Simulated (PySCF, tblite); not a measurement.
**CH5F2Si2 radical, a small gas-phase stand-in for a defect centre (Si site with back bonds C[SiH3], F, F): EPR parameters**

Aim: the EPR parameters of `F[Si](F)C[SiH3]`. It is drawn as: dangling bond.

Programs: tblite 0.8.0 and PySCF 2.14.0. All values are calculated, for the isolated system unless a continuum is named. Atoms count from 0, parts from 1.

### Step 1. Starting point

10 atoms, charge 0, multiplicity 2; geometry: distance geometry start.

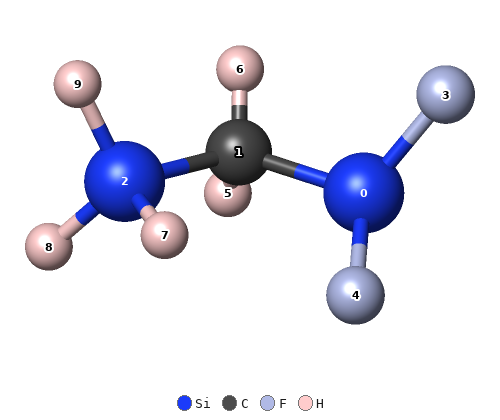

The starting geometry (silicon blue, carbon dark grey, fluorine light blue, hydrogen pink), atoms numbered.

### Step 2. Geometry optimisation with GFN2-xTB

What the job is given:

```
{"job": {"kind": "relax", "xc": "GFN2-xTB", "basis": "xTB"}, "charge": 0, "multiplicity": 2}
Si    -0.790669     0.953409     1.650941
C      0.442303    -0.356746     1.292168
Si     0.917541    -0.305451    -0.511023
F     -0.261566     2.201820     2.622621
F     -1.796485     1.390325     0.373627
H      0.045545    -1.296739     1.510794
H      1.315400    -0.187494     1.865260
H      0.117228     0.679637    -1.153114
H      0.695695    -1.572623    -1.113854
H      2.282166     0.048100    -0.604388
```

With the program's defaults for keys left out, this is: GFN2-xTB geometry optimisation, gas phase.

Command:

```sh
$ OMP_NUM_THREADS=1 python cluster_run.py task.json out
```

This one command runs all jobs of the session in turn.

Log:

```text
step      E/eV     max force
  0    -479.89964    2.611
  1    -480.10709    1.705
  2    -480.30441    1.480
  3    -480.38850    1.255
  4    -480.45895    0.612
  5    -480.48926    0.506
  6    -480.52448    0.486
  7    -480.54519    0.551
  8    -480.55652    0.376
  9    -480.56155    0.227
 10    -480.56694    0.267
 11    -480.57013    0.186
 12    -480.57171    0.106
 13    -480.57254    0.071
 14    -480.57321    0.105
 15    -480.57390    0.112
 16    -480.57457    0.083
 17    -480.57510    0.070
 18    -480.57555    0.076
 19    -480.57604    0.077
 20    -480.57667    0.091
 21    -480.57738    0.083
 22    -480.57794    0.061
 23    -480.57823    0.045
 24    -480.57843    0.048
 25    -480.57873    0.060
 26    -480.57925    0.076
 27    -480.57992    0.085
 28    -480.58043    0.055
 29    -480.58077    0.063
 30    -480.58116    0.065
 31    -480.58181    0.108
 32    -480.58306    0.166
 33    -480.58489    0.186
 34    -480.58708    0.149
 35    -480.58957    0.111
 36    -480.59225    0.136
 37    -480.59631    0.238
 38    -480.59462    0.411
 39    -480.60433    0.243
 40    -480.61049    0.206
 41    -480.61194    0.340
 42    -480.61707    0.126
 43    -480.61887    0.119
 44    -480.62148    0.202
 45    -480.62295    0.126
 46    -480.62389    0.116
 47    -480.62482    0.060
 48    -480.62533    0.054
 49    -480.62556    0.055
 50    -480.62584    0.051
 51    -480.62624    0.063
 52    -480.62667    0.065
 53    -480.62693    0.036
 54    -480.62703    0.024
 55    -480.62709    0.023
 56    -480.62718    0.038
 57    -480.62735    0.058
 58    -480.62761    0.065
 59    -480.62787    0.048
 60    -480.62806    0.032
 61    -480.62819    0.037
 62    -480.62838    0.053
 63    -480.62877    0.070
 64    -480.62955    0.094
 65    -480.63095    0.117
 66    -480.63250    0.105
 67    -480.63407    0.114
 68    -480.63572    0.142
 69    -480.63679    0.108
 70    -480.63800    0.140
 71    -480.63993    0.116
 72    -480.64189    0.130
 73    -480.64423    0.190
 74    -480.64669    0.305
 75    -480.64869    0.165
 76    -480.65141    0.112
 77    -480.65268    0.069
 78    -480.65304    0.063
 79    -480.65367    0.065
 80    -480.65415    0.068
 81    -480.65483    0.063
 82    -480.65566    0.087
 83    -480.65648    0.091
 84    -480.65702    0.089
 85    -480.65729    0.050
 86    -480.65747    0.044
 87    -480.65766    0.038
 88    -480.65801    0.074
 89    -480.65838    0.098
 90    -480.65919    0.127
 91    -480.66046    0.117
 92    -480.66186    0.157
 93    -480.66323    0.104
 94    -480.66456    0.126
 95    -480.66498    0.087
 96    -480.66575    0.065
 97    -480.66605    0.077
 98    -480.66652    0.066
 99    -480.66689    0.051
100    -480.66731    0.055
101    -480.66769    0.027
102    -480.66778    0.017
103    -480.66781    0.010
104    -480.66783    0.015
105    -480.66784    0.010
106    -480.66784    0.008
107    -480.66786    0.006
```

Run time: 1 s. Hardware: 1 thread of Intel Xeon 6975P-C, shared host.

Along the way:

```
step  energy from step 0 (eV)  largest force (eV/Å)
   0                   0.0000                2.6104
   4                  -0.5593                0.6121
   8                  -0.6569                0.3765
  12                  -0.6721                0.1055
  16                  -0.6749                0.0832
  20                  -0.6770                0.0907
  24                  -0.6788                0.0485
  28                  -0.6808                0.0545
  32                  -0.6834                0.1663
  36                  -0.6926                0.1366
  40                  -0.7109                0.2061
  44                  -0.7218                0.2016
  48                  -0.7257                0.0532
  52                  -0.7270                0.0650
  56                  -0.7275                0.0378
  60                  -0.7284                0.0323
  64                  -0.7299                0.0942
  68                  -0.7361                0.1423
  72                  -0.7423                0.1294
  76                  -0.7518                0.1117
  80                  -0.7545                0.0680
  84                  -0.7574                0.0891
  88                  -0.7584                0.0743
  92                  -0.7622                0.1569
  96                  -0.7661                0.0645
 100                  -0.7677                0.0551
 104                  -0.7682                0.0150
 107                  -0.7682                0.0062
```

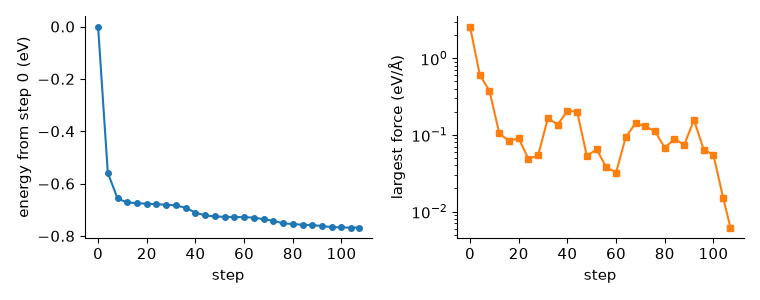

Energy and force, step by step.

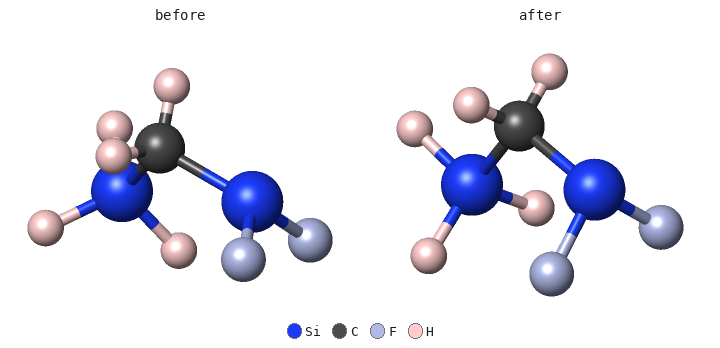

The geometry before (left) and after (right).

Distances of close pairs at the start and the end, largest changes first:

```
  bond  before (Å)  after (Å)  change (Å)
Si0–F4       1.683      1.617      -0.067
Si0–C1       1.835      1.886      +0.052
Si0–F3       1.668      1.616      -0.052
C1–Si2       1.865      1.917      +0.051
Si2–H9       1.413      1.461      +0.048
 C1–H5       1.043      1.089      +0.046
Si2–H8       1.421      1.466      +0.045
Si2–H7       1.422      1.461      +0.039
```

### Step 3. Relaxing the molecule at PBE0-D3(BJ)/def2-SVP

What the job is given:

```
{"job": {"xc": "PBE0", "basis": "def2-SVP", "d3": "d3bj", "grid": 2, "kind": "geom", "shake": 0.01}, "charge": 0, "multiplicity": 2}
Si    -0.909293     0.843951     1.374456
C     -0.079182    -0.663195     0.668203
Si     0.603279    -0.361784    -1.098692
F      0.106652     2.136327     1.279525
F     -2.044043     1.384622     0.308298
H     -0.781909    -1.483873     0.642916
H      0.743453    -0.960731     1.336947
H     -0.465593    -0.034639    -1.996597
H      1.265385    -1.604902    -1.481714
H      1.602803     0.718643    -1.031868
```

Log:

```text
step   0  E = -819.00857297  max force = 0.026759
step   1  E = -819.01220214  max force = 0.009217
step   2  E = -819.01341715  max force = 0.004276
step   3  E = -819.01368415  max force = 0.001477
step   4  E = -819.01369468  max force = 0.000761
step   5  E = -819.01370269  max force = 0.000524
step   6  E = -819.01370757  max force = 0.001046
step   7  E = -819.01371121  max force = 0.002382
step   8  E = -819.01373487  max force = 0.001357
step   9  E = -819.01375313  max force = 0.000382
step  10  E = -819.01375498  max force = 0.000741
step  11  E = -819.01375012  max force = 0.001030
step  12  E = -819.01375171  max force = 0.000706
step  13  E = -819.01375345  max force = 0.000440
optimisation converged
```

It took 82 s on 1 thread of Intel Xeon 6975P-C, shared host; peak memory 0.54 GiB.

Relaxation path:

```
step  energy from step 0 (eV)  largest force component (eV/Å)
   0                   0.0000                          1.3760
   1                  -0.0988                          0.4740
   2                  -0.1318                          0.2199
   3                  -0.1391                          0.0760
   4                  -0.1394                          0.0391
   5                  -0.1396                          0.0269
   6                  -0.1397                          0.0538
   7                  -0.1398                          0.1225
   8                  -0.1405                          0.0698
   9                  -0.1410                          0.0196
  10                  -0.1410                          0.0381
  11                  -0.1409                          0.0530
  12                  -0.1409                          0.0363
  13                  -0.1410                          0.0226
```

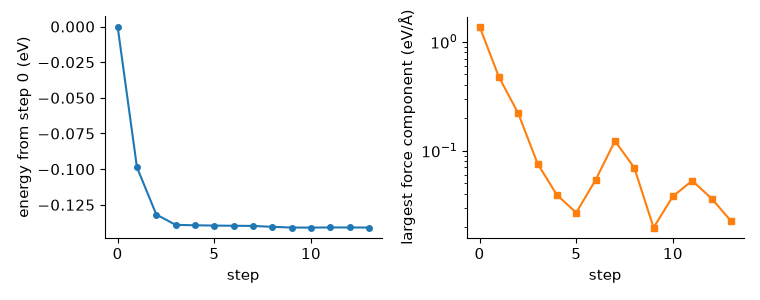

Energy and force, step by step.

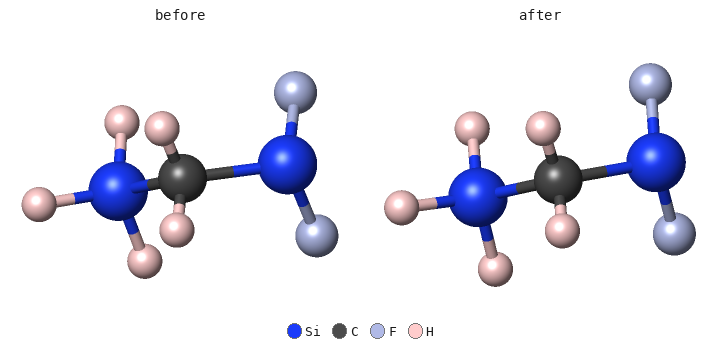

Before and after, at one scale.

Close pairs (by a distance rule), those that changed most:

```
  bond  before (Å)  after (Å)  change (Å)
Si2–H7       1.434      1.492      +0.058
Si2–H8       1.460      1.495      +0.035
Si0–F4       1.648      1.624      -0.025
Si0–F3       1.647      1.624      -0.022
 C1–H5       1.081      1.103      +0.022
C1–Si2       1.918      1.896      -0.022
Si2–H9       1.473      1.491      +0.018
Si0–C1       1.860      1.866      +0.006
```

The end geometry stands in the next job.

```
                         at the end point                value
  point group (found at 0.08 Å tolerance)                   C1
rotational constants (GHz, main isotopes)  4.642, 1.882, 1.708
                        dipole moment (D)                 2.38
                                     ⟨S²⟩                0.752
```

### Step 4. g tensor and hyperfine couplings: B3LYP/IGLO-III+pcH-1

What the job is given:

```
{"job": {"kind": "epr"}, "charge": 0, "multiplicity": 2}
Si    -0.967910     1.129094     1.116288
C     -0.143271    -0.505518     0.757608
Si     0.695472    -0.567592    -0.942075
F      0.122250     2.310747     0.883721
F     -2.121308     1.374457     0.000215
H     -0.905919    -1.299738     0.819894
H      0.607936    -0.701596     1.540813
H     -0.309424    -0.292597    -2.009601
H      1.281983    -1.925389    -1.157309
H      1.781916     0.451510    -1.009386
```

Level: UKS B3LYP, IGLO-III on C F Si, pcH-1 on H, non-relativistic, mean-field spin-orbit, GIAO.

Log:

```text
UKS, coarse grid
  cycle   1  E = -819.92145338  |g| = 6.23e-01
  cycle   2  E = -819.68601639  |g| = 1.09e+00
  cycle   3  E = -820.04711172  |g| = 8.16e-02
  cycle   4  E = -820.04893970  |g| = 4.41e-02
  cycle   5  E = -820.04986226  |g| = 7.25e-03
  cycle   6  E = -820.04988864  |g| = 1.41e-03
  cycle   7  E = -820.04989040  |g| = 5.14e-04
UKS, final grid
  cycle   1  E = -820.05015394  |g| = 4.68e-04
  cycle   2  E = -820.05015395  |g| = 5.12e-04
  cycle   3  E = -820.05015405  |g| = 8.33e-05
  cycle   4  E = -820.05015405  |g| = 1.98e-05
E = -820.05015405 Eh   <S^2> = 0.7515 (exact 0.7500)
g shifts (ppm)      1          2          3
  rmc          -196       -196       -196
  gc            109         39        130
  oz_so       -2112       -108         27
  total       -2199       -265        -39
hyperfine (MHz)  atom isotope    a_iso     a_fc   dipolar eigenvalues
    0  29Si    -909.71    -910.85   -129.92     64.03     65.89
    1   13C      89.70      89.72    -12.42    -12.26     24.69
    2  29Si     -18.96     -19.01     -8.40      3.83      4.57
    3   19F     232.91     231.97   -115.33   -109.44    224.77
    4   19F     232.36     231.43   -115.52   -109.61    225.13
    5    1H      -8.65      -8.66     -7.65     -2.23      9.89
    6    1H      -7.63      -7.63     -7.73     -2.45     10.18
    7    1H      -1.48      -1.48     -1.55     -0.62      2.16
    8    1H      18.90      18.89     -1.40     -0.36      1.76
    9    1H      -1.37      -1.37     -1.55     -0.59      2.14
```

Wall time 27 s (1 thread of Intel Xeon 6975P-C, shared host); peak memory 0.84 GiB.

Principal g values 2.00012, 2.00205, 2.00228; g(iso) = 2.00148, against 2.00232 for a free electron.

Hyperfine couplings, nucleus by nucleus at this fixed geometry (no averaging over rotations):

```
nuclei  isotope  a(iso) (MHz)  a(iso) (G, at g = 2.0023)  largest dipolar term (MHz)
   Si0     29Si        -909.7                     -324.6                      -129.9
    F3      19F         232.9                       83.1                       224.8
    F4      19F         232.4                       82.9                       225.1
    C1      13C          89.7                       32.0                        24.7
   Si2     29Si         -19.0                       -6.8                        -8.4
    H8       1H          18.9                        6.7                         1.8
    H5       1H          -8.7                       -3.1                         9.9
    H6       1H          -7.6                       -2.7                        10.2
    H7       1H          -1.5                       -0.5                         2.2
    H9       1H          -1.4                       -0.5                         2.1
```

Mulliken spin populations:

```
atom  value (e)
 Si0       0.83
  C1       0.08
 Si2       0.04
  F3       0.02
  F4       0.02
  H5       0.00
  H6       0.00
  H7       0.00
  H8       0.01
  H9       0.00
```

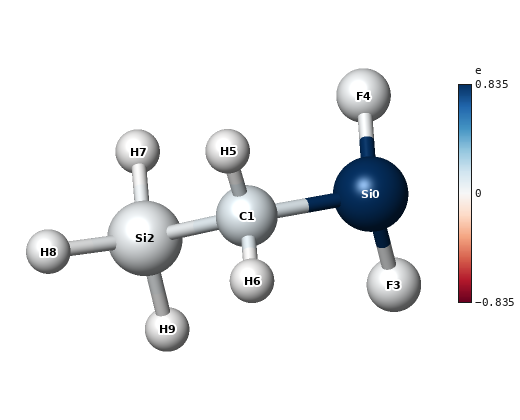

Mulliken spin populations, as colours on the atoms.

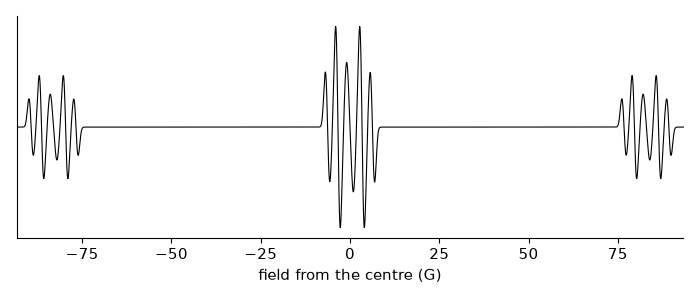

First-order isotropic spectrum (first derivative, main isotopes with spin only, couplings over 0.8 MHz, Gaussian width 0.4 G; couplings of the frozen geometry, rotation of groups not averaged beyond the rows shown).

### Step 5. g tensor and hyperfine couplings: BHandHLYP/IGLO-III+pcH-1

Settings changed since step 4:

```diff
@@ -1,2 +1,2 @@
-{"job": {"kind": "epr"}, "charge": 0, "multiplicity": 2}
+{"job": {"kind": "epr", "xc": "BHandHLYP"}, "charge": 0, "multiplicity": 2}
 Si    -0.967910     1.129094     1.116288
```

Method: UKS BHandHLYP, IGLO-III on C F Si, pcH-1 on H, non-relativistic, mean-field spin-orbit, GIAO.

Log:

```text
UKS, coarse grid
  cycle   1  E = -819.79655307  |g| = 5.45e-01
  cycle   2  E = -819.77534777  |g| = 6.73e-01
  cycle   3  E = -819.90258264  |g| = 3.76e-02
  cycle   4  E = -819.90340115  |g| = 2.12e-02
  cycle   5  E = -819.90365829  |g| = 5.85e-03
  cycle   6  E = -819.90368915  |g| = 1.90e-03
  cycle   7  E = -819.90369493  |g| = 5.63e-04
UKS, final grid
  cycle   1  E = -819.90386412  |g| = 3.68e-04
  cycle   2  E = -819.90386424  |g| = 3.29e-04
  cycle   3  E = -819.90386428  |g| = 1.08e-04
  cycle   4  E = -819.90386431  |g| = 3.96e-05
  cycle   5  E = -819.90386431  |g| = 5.92e-06
E = -819.90386431 Eh   <S^2> = 0.7525 (exact 0.7500)
g shifts (ppm)      1          2          3
  rmc          -198       -198       -198
  gc            110         86         81
  oz_so       -2247       -124        -82
  total       -2335       -236       -199
hyperfine (MHz)  atom isotope    a_iso     a_fc   dipolar eigenvalues
    0  29Si    -948.17    -949.31   -136.60     66.31     70.29
    1   13C      90.79      90.80    -12.18    -11.83     24.01
    2  29Si     -18.38     -18.42     -7.80      3.39      4.41
    3   19F     257.40     256.53   -112.08   -106.47    218.55
    4   19F     256.99     256.13   -112.26   -106.62    218.88
    5    1H      -9.80      -9.80     -7.63     -2.32      9.95
    6    1H      -8.67      -8.67     -7.70     -2.55     10.25
    7    1H      -1.50      -1.50     -1.50     -0.67      2.17
    8    1H      17.74      17.74     -1.29     -0.40      1.69
    9    1H      -1.37      -1.37     -1.50     -0.64      2.15
```

Wall time 32 s (1 thread of Intel Xeon 6975P-C, shared host); peak memory 0.91 GiB.

In short: g(iso) 2.00140.

### Step 6. Comparing the runs: EPR parameters

g, ⟨S²⟩ and isotropic hyperfine couplings (MHz), with basis size and wall time:

```
                     run   g(iso)   ⟨S²⟩  29Si Si0  19F F3  19F F4  13C C1  29Si Si2  functions  time
    B3LYP/IGLO-III+pcH-1  2.00148  0.752    -909.7   232.9   232.4    89.7     -19.0        243  27 s
BHandHLYP/IGLO-III+pcH-1  2.00140  0.753    -948.2   257.4   257.0    90.8     -18.4        243  32 s
```

### Step 7. Outcome

| quantity | value |
| --- | --- |
| point group | C1 |
| rotational constants (main isotopes) | 4.64, 1.88, 1.71 GHz |
| g(iso) (B3LYP) | 2.00148 |
| ⟨S²⟩ | 0.752 (exact 0.75) |
| largest a(iso) | 29Si on Si0, -909.7 MHz |

The start of the PBE0/def2-SVP relaxation was shaken at random by about 0.01 Å, so part of the energy gained, and of the first lengths quoted, undoes that. Over 13 steps the energy fell by 0.141 eV; of the close pairs, Si2–H7 changed most, 1.434 to 1.492 Å (PBE0/def2-SVP). Most of the unpaired spin sits on Si0 (0.83 e). The isotropic g lies 0.8 ppt below the free-electron value. The coupling of 29Si on Si0 runs from -948.2 (BHandHLYP/IGLO-III+pcH-1) to -909.7 MHz (B3LYP/IGLO-III+pcH-1).
